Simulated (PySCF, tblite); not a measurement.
# C₄H₁₂Si₃: a rotation path, then NMR shifts on frames, part 2 of 2

tblite 0.8.0 and PySCF 2.14.0. Atoms count from 0.

### Step 5. NMR shieldings: image 4, PBE0/pcSseg-1

Job settings and geometry (Å):

```
{"job": {"kind": "nmr", "xc": "PBE0", "basis": "pcSseg-1", "pop": false}, "charge": 0, "multiplicity": 1}
C     -4.266200     0.787300     0.020700
Si    -3.133700    -0.736000     0.059400
C     -1.418200    -0.159500    -0.337000
C     -0.308700     0.245600    -0.606300
Si     1.403500     0.819800    -1.022900
C      2.587300    -0.653300    -0.748100
Si     4.004300    -0.371600     0.484900
H     -5.292500     0.519300     0.253200
H     -3.951900     1.529900     0.749000
H     -4.260300     1.255500    -0.960200
H     -3.141400    -1.351800     1.394000
H     -3.545000    -1.714700    -0.957200
H      1.410500     1.251600    -2.429400
H      1.743500     1.951800    -0.150500
H      3.020600    -0.944200    -1.705500
H      2.007200    -1.516800    -0.419000
H      4.786100    -1.607300     0.616700
H      3.467000     0.000600     1.797000
H      4.878100     0.703000    -0.000700
```

With the program's defaults for keys left out, this is: GIAO PBE0/pcSseg-1 NMR shielding, non-relativistic, gas phase.

What it wrote:

```text
coarse grid: 16656 points
cycle   1  E = -1027.3560523963  dE =  1.869e-01  |g| = 5.256e-01  |ddm| = 3.905e+00
cycle   2  E = -1027.3385430019  dE =  1.751e-02  |g| = 5.704e-01  |ddm| = 1.073e+00
cycle   3  E = -1027.4259640021  dE = -8.742e-02  |g| = 3.994e-02  |ddm| = 5.888e-01
cycle   4  E = -1027.4263406868  dE = -3.767e-04  |g| = 2.027e-02  |ddm| = 6.550e-02
cycle   5  E = -1027.4264451506  dE = -1.045e-04  |g| = 5.525e-03  |ddm| = 2.433e-02
cycle   6  E = -1027.4264510323  dE = -5.882e-06  |g| = 3.100e-03  |ddm| = 6.423e-03
final grid: 145080 points
cycle   7  E = -1027.4676032634  dE = -1.019e-05  |g| = 9.764e-03  |ddm| = 2.618e-02
cycle   8  E = -1027.4675350605  dE =  6.820e-05  |g| = 1.895e-02  |ddm| = 2.010e-02
cycle   9  E = -1027.4676253598  dE = -9.030e-05  |g| = 3.098e-03  |ddm| = 1.377e-02
cycle  10  E = -1027.4676278338  dE = -2.474e-06  |g| = 2.662e-04  |ddm| = 2.503e-03
cycle  11  E = -1027.4676278493  dE = -1.551e-08  |g| = 8.876e-05  |ddm| = 3.313e-04
cycle  12  E = -1027.4676278514  dE = -2.113e-09  |g| = 2.247e-05  |ddm| = 1.172e-04
cycle  13  E = -1027.4676278516  dE = -1.228e-10  |g| = 4.292e-06  |ddm| = 2.788e-05
converged SCF energy = -1027.4676278516

GIAO shielding tensors (ppm)
atom      isotropic    diamagn.    paramagn.     s11        s22        s33       span
  0 C      191.441     252.046     -60.605    186.601    190.599    197.123     10.522
  1 Si     419.010     883.764    -464.754    397.003    407.835    452.192     55.189
  2 C       68.687     266.630    -197.943    -27.169    -25.798    259.028    286.197
  3 C       68.866     266.825    -197.959    -33.287    -22.525    262.409    295.695
  4 Si     417.102     884.051    -466.949    391.839    406.174    453.294     61.456
  5 C      200.773     259.696     -58.923    186.493    205.105    210.721     24.228
  6 Si     421.066     878.659    -457.593    391.197    407.611    464.390     73.193
  7 H       31.670      25.513       6.156     27.193     28.028     39.788     12.595
  8 H       31.270      31.827      -0.557     26.881     29.155     37.775     10.894
  9 H       31.262      30.229       1.032     26.906     29.067     37.812     10.906
 10 H       27.258      30.699      -3.441     23.601     26.005     32.168      8.567
 11 H       27.256      29.803      -2.547     23.618     25.927     32.222      8.604
 12 H       27.137      30.349      -3.213     23.445     25.739     32.225      8.780
 13 H       27.427      31.572      -4.144     23.641     26.864     31.777      8.136
 14 H       31.632      30.434       1.198     26.185     29.164     39.548     13.363
 15 H       31.605      35.734      -4.129     25.833     29.942     39.040     13.207
 16 H       27.551      27.473       0.078     23.878     25.258     33.518      9.640
 17 H       27.726      28.996      -1.270     24.162     26.513     32.502      8.339
 18 H       27.842      27.645       0.197     24.433     25.960     33.133      8.700
```

Wall time 32 s (1 thread of Intel Xeon Platinum 8488C, shared host); peak memory 0.94 GiB.

Key values: δ C2 118.2, C3 118.1, C0 -4.5, C5 -13.8, H12 4.58, H11 4.46 ppm.

### Step 6. NMR shieldings: image 6, PBE0/pcSseg-1

Job settings and geometry (Å):

```
{"job": {"kind": "nmr", "xc": "PBE0", "basis": "pcSseg-1", "pop": false}, "charge": 0, "multiplicity": 1}
C     -4.143800     0.772600     0.113900
Si    -2.960000    -0.707400     0.228700
C     -1.294700    -0.129200    -0.340600
C     -0.216100     0.273500    -0.717200
Si     1.440500     0.846000    -1.315800
C      2.688500    -0.556600    -0.982700
Si     3.602500    -0.480500     0.680800
H     -5.142500     0.502600     0.443900
H     -3.807000     1.595200     0.738900
H     -4.219500     1.136100    -0.907600
H     -2.857100    -1.180700     1.616300
H     -3.404500    -1.796900    -0.652100
H      1.331700     1.120500    -2.757800
H      1.816200     2.074100    -0.602900
H      3.432800    -0.563600    -1.779700
H      2.170100    -1.513700    -1.056200
H      4.477500    -1.653000     0.810400
H      2.644500    -0.460200     1.788500
H      4.431000     0.730400     0.729100
```

With the program's defaults for keys left out, this is: GIAO PBE0/pcSseg-1 NMR shielding, non-relativistic, gas phase.

What it wrote:

```text
coarse grid: 16656 points
cycle   1  E = -1027.3570460703  dE =  1.891e-01  |g| = 5.253e-01  |ddm| = 3.907e+00
cycle   2  E = -1027.3396100683  dE =  1.744e-02  |g| = 5.701e-01  |ddm| = 1.073e+00
cycle   3  E = -1027.4268603994  dE = -8.725e-02  |g| = 4.039e-02  |ddm| = 5.874e-01
cycle   4  E = -1027.4272394251  dE = -3.790e-04  |g| = 2.068e-02  |ddm| = 6.470e-02
cycle   5  E = -1027.4273464262  dE = -1.070e-04  |g| = 6.185e-03  |ddm| = 2.497e-02
cycle   6  E = -1027.4273532284  dE = -6.802e-06  |g| = 3.680e-03  |ddm| = 6.893e-03
cycle   7  E = -1027.4273566553  dE = -3.427e-06  |g| = 4.742e-04  |ddm| = 2.771e-03
final grid: 145080 points
cycle   8  E = -1027.4685686087  dE = -2.158e-05  |g| = 6.474e-03  |ddm| = 2.965e-02
cycle   9  E = -1027.4685633219  dE =  5.287e-06  |g| = 7.825e-03  |ddm| = 1.267e-02
cycle  10  E = -1027.4685791075  dE = -1.579e-05  |g| = 1.239e-03  |ddm| = 6.900e-03
cycle  11  E = -1027.4685794464  dE = -3.389e-07  |g| = 4.791e-04  |ddm| = 1.165e-03
cycle  12  E = -1027.4685795024  dE = -5.598e-08  |g| = 9.187e-05  |ddm| = 3.731e-04
cycle  13  E = -1027.4685795046  dE = -2.216e-09  |g| = 2.239e-05  |ddm| = 1.167e-04
cycle  14  E = -1027.4685795048  dE = -1.262e-10  |g| = 4.278e-06  |ddm| = 2.828e-05
converged SCF energy = -1027.4685795048

GIAO shielding tensors (ppm)
atom      isotropic    diamagn.    paramagn.     s11        s22        s33       span
  0 C      191.464     252.085     -60.621    186.652    190.630    197.109     10.457
  1 Si     419.026     883.824    -464.798    397.109    407.801    452.168     55.059
  2 C       68.653     266.969    -198.315    -28.883    -26.213    261.056    289.940
  3 C       69.465     266.615    -197.150    -30.773    -22.480    261.649    292.422
  4 Si     417.037     883.751    -466.713    395.562    401.070    454.480     58.918
  5 C      199.423     258.313     -58.890    185.374    201.622    211.274     25.899
  6 Si     421.707     879.425    -457.718    392.066    407.852    465.201     73.135
  7 H       31.669      25.776       5.893     27.191     28.028     39.788     12.597
  8 H       31.267      31.766      -0.499     26.868     29.170     37.762     10.894
  9 H       31.264      30.031       1.233     26.902     29.060     37.831     10.929
 10 H       27.251      30.842      -3.591     23.563     26.058     32.133      8.570
 11 H       27.263      29.877      -2.614     23.618     25.935     32.236      8.618
 12 H       27.038      29.994      -2.957     23.148     25.601     32.363      9.215
 13 H       27.372      31.272      -3.900     24.065     26.157     31.895      7.829
 14 H       31.859      28.779       3.079     26.146     29.105     40.325     14.179
 15 H       31.671      34.539      -2.868     26.708     29.446     38.859     12.151
 16 H       27.542      28.068      -0.526     23.914     25.205     33.507      9.593
 17 H       27.643      30.015      -2.372     23.866     26.916     32.147      8.281
 18 H       27.798      28.567      -0.769     24.454     25.846     33.092      8.638
```

Wall time 35 s (1 thread of Intel Xeon Platinum 8488C, shared host); peak memory 0.92 GiB.

This run: δ C2 118.3, C3 117.5, C0 -4.5, C5 -12.5, H12 4.68, H10 4.47 ppm.

### Step 7. Nuclear shieldings: image 8, PBE0/pcSseg-1

Job settings and geometry (Å):

```
{"job": {"kind": "nmr", "xc": "PBE0", "basis": "pcSseg-1", "pop": false}, "charge": 0, "multiplicity": 1}
C     -4.035700     0.746600     0.169500
Si    -2.758800    -0.634800     0.425000
C     -1.155400    -0.068000    -0.307200
C     -0.112400     0.312500    -0.791600
Si     1.487200     0.869100    -1.537600
C      2.815600    -0.425300    -1.113000
Si     3.171000    -0.643900     0.739300
H     -5.009700     0.462100     0.557700
H     -3.734000     1.660200     0.674100
H     -4.155300     0.979600    -0.884900
H     -2.560900    -0.897700     1.857300
H     -3.182200    -1.859400    -0.269000
H      1.305700     0.966300    -2.995400
H      1.841100     2.184200    -0.986200
H      3.742000    -0.156000    -1.622400
H      2.511700    -1.387400    -1.528800
H      4.191400    -1.683200     0.921600
H      1.945900    -1.030400     1.439800
H      3.683200     0.614800     1.289500
```

Method: GIAO PBE0/pcSseg-1 NMR shielding, non-relativistic, gas phase.

What it wrote:

```text
coarse grid: 16656 points
cycle   1  E = -1027.3590062920  dE =  1.957e-01  |g| = 5.247e-01  |ddm| = 3.906e+00
cycle   2  E = -1027.3418457825  dE =  1.716e-02  |g| = 5.689e-01  |ddm| = 1.064e+00
cycle   3  E = -1027.4285860264  dE = -8.674e-02  |g| = 4.088e-02  |ddm| = 5.775e-01
cycle   4  E = -1027.4289662392  dE = -3.802e-04  |g| = 2.140e-02  |ddm| = 6.345e-02
cycle   5  E = -1027.4290765507  dE = -1.103e-04  |g| = 7.596e-03  |ddm| = 2.566e-02
cycle   6  E = -1027.4290872675  dE = -1.072e-05  |g| = 4.174e-03  |ddm| = 7.773e-03
cycle   7  E = -1027.4290917218  dE = -4.454e-06  |g| = 4.308e-04  |ddm| = 3.160e-03
final grid: 145080 points
cycle   8  E = -1027.4696553479  dE = -2.209e-05  |g| = 6.409e-03  |ddm| = 3.214e-02
cycle   9  E = -1027.4696503639  dE =  4.984e-06  |g| = 7.682e-03  |ddm| = 1.212e-02
cycle  10  E = -1027.4696656103  dE = -1.525e-05  |g| = 1.081e-03  |ddm| = 6.641e-03
cycle  11  E = -1027.4696658527  dE = -2.425e-07  |g| = 4.886e-04  |ddm| = 1.079e-03
cycle  12  E = -1027.4696659113  dE = -5.860e-08  |g| = 9.138e-05  |ddm| = 3.724e-04
cycle  13  E = -1027.4696659135  dE = -2.208e-09  |g| = 2.059e-05  |ddm| = 1.123e-04
cycle  14  E = -1027.4696659136  dE = -1.021e-10  |g| = 3.963e-06  |ddm| = 2.547e-05
converged SCF energy = -1027.4696659136

GIAO shielding tensors (ppm)
atom      isotropic    diamagn.    paramagn.     s11        s22        s33       span
  0 C      191.642     252.232     -60.591    186.824    190.726    197.375     10.551
  1 Si     419.235     883.806    -464.571    396.785    408.567    452.355     55.570
  2 C       67.530     266.927    -199.397    -31.542    -25.851    259.982    291.523
  3 C       70.230     266.732    -196.501    -27.756    -22.577    261.024    288.780
  4 Si     416.508     883.524    -467.016    393.039    400.058    456.426     63.387
  5 C      197.961     257.737     -59.776    186.969    198.044    208.870     21.901
  6 Si     423.475     880.400    -456.924    398.313    405.510    466.602     68.288
  7 H       31.652      26.013       5.638     27.165     28.017     39.774     12.608
  8 H       31.285      31.464      -0.179     26.897     29.134     37.825     10.928
  9 H       31.296      30.054       1.242     26.888     29.136     37.865     10.977
 10 H       27.236      30.848      -3.612     23.498     26.165     32.045      8.547
 11 H       27.260      30.038      -2.777     23.575     25.987     32.218      8.643
 12 H       26.985      29.603      -2.618     23.000     25.486     32.469      9.469
 13 H       27.262      30.808      -3.546     24.032     25.637     32.117      8.085
 14 H       31.993      27.984       4.009     26.466     28.810     40.704     14.237
 15 H       31.686      32.942      -1.256     27.172     28.798     39.089     11.917
 16 H       27.594      28.859      -1.264     23.989     25.228     33.565      9.576
 17 H       27.508      31.067      -3.559     23.359     27.367     31.799      8.440
 18 H       27.811      29.833      -2.022     24.610     25.829     32.993      8.383
```

Run time: 35 s. Hardware: 1 thread of Intel Xeon Platinum 8488C, shared host; peak memory 0.94 GiB.

Key values: δ C2 119.4, C3 116.7, C0 -4.7, C5 -11.0, H12 4.73, H10 4.48 ppm.

### Step 8. Comparing the runs: NMR shifts

Shifts (ppm) of some atoms, chosen among heavy atoms and hydrogens apart, with basis size and wall time:

```
  frame     C2     C3     C5   H17    H14    Si4    Si6  functions  time
image 0  117.9  117.8   -9.5  3.85   0.12  -66.9  -75.3        200  35 s
image 2  118.0  117.9  -11.1  3.93   0.16  -67.0  -73.6        200  36 s
image 4  118.2  118.1  -13.8  3.99   0.08  -67.9  -71.9        200  32 s
image 6  118.3  117.5  -12.5  4.07  -0.14  -67.9  -72.5        200  35 s
image 8  119.4  116.7  -11.0  4.21  -0.28  -67.3  -74.3        200  35 s
```

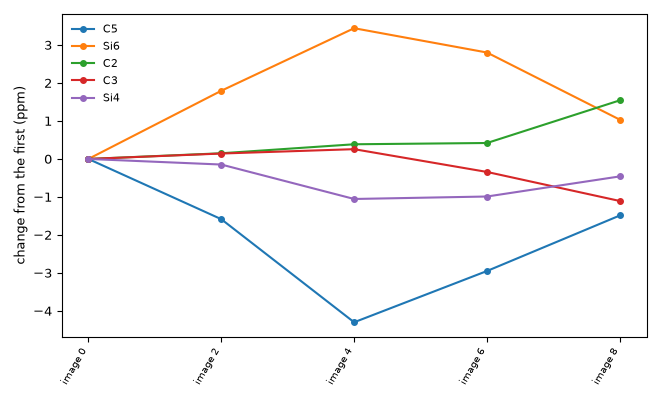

How five of the tabulated atoms move from run to run.

### Step 9. Outcome

The summary covers parts 1 to 2.

| quantity | value |
| --- | --- |
| barrier | 0.043 eV (1.0 kcal/mol) at image 4 |
| end to end (GFN2-xTB) | -0.010 eV |
| ¹³C shifts against TMS (PBE0/pcSseg-1, image 0) | 117.9, 117.8, -4.6, -9.5 ppm |
| ¹H shifts against TMS (PBE0/pcSseg-1, image 0) | 4.46, 4.45, 4.44, 4.44, 4.12, 3.87, 3.85, 0.43, 0.43, 0.13, 0.12, 0.07 ppm |
| ²⁹Si shifts against TMS (PBE0/pcSseg-1, image 0) | -66.9, -70.1, -75.3 ppm |
| range of the shift of C5 | -13.8 to -9.5 ppm |

In words: Along the band the dihedral turns by 120°, and the top (dihedral 238°) lies 1.0 kcal/mol above the start (GFN2-xTB, rough), so at room temperature this motion is fast. Ends this close can change order at a higher level. The top was not checked by a frequency run. Shifts at one fixed geometry are not the observed spectrum, which averages over the motion. In ppm, C5 moves most: its shift spreads over 4.3 ppm, from -13.8 (image 4) to -9.5 (image 0).
